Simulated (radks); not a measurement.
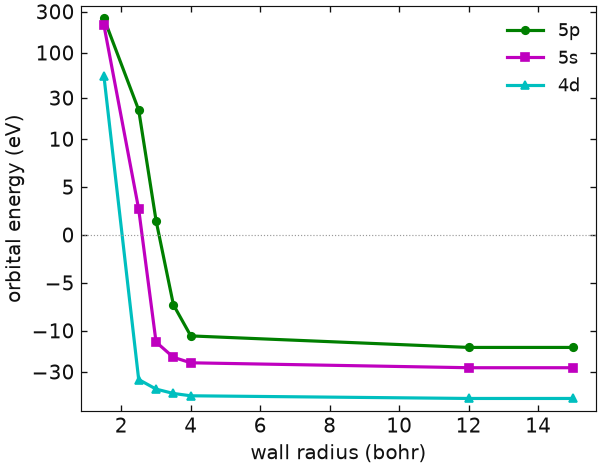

The I⁺ ion; electrons: [Kr] 4d10 5s2 5p4. It is put inside a hard spherical wall of varying radius. All numbers are computed, not measured: scalar-relativistic Kohn-Sham, r2SCAN, spin-unpolarised, spherical densities, finite nucleus (the in-house radial solver radks). The plot shows the outer orbital energies, on a scale that is linear within ±10 eV and logarithmic beyond.

Question: How do the levels move, and do any cross?

Answer: The levels rise as the wall closes in: 5p goes from −15.6 eV at 15 bohr to 251.3 eV at 1.5 bohr and passes zero between 3.5 and 3 bohr. No two of the levels drawn cross. The fastest to rise is 5p (by 266.9 eV), the slowest 4d (by 114.5 eV): the wall presses hardest on the most extended orbitals.
